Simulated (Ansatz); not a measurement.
The starting structures come from a database of crystals and need not be the phases stable at ambient conditions.

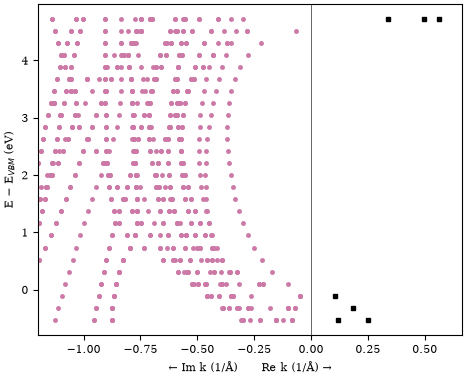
Complex bands at the centre of the two-dimensional zone; r2SCAN (Ansatz, a quantum-chemistry and plane-wave program)

The gap is the functional's own, uncorrected, and κ follows it; spin-orbit coupling is left out. Mid-gap values are interpolated between the computed energies.

### Question
This is La$_{2}$Zr$_{2}$O$_{7}$ (Fd-3m, not sure to be the ambient phase, 22 atoms a cell, 14.3 Å³ an atom) along the normal of (001). Read off the slowest decay at the centre of the two-dimensional zone at 2.21 eV, the computed energy nearest the middle of the gap.

### Answer
κ ≈ 0.36 1/Å, a decay length 1/(2κ) of the density of 1.4 Å.
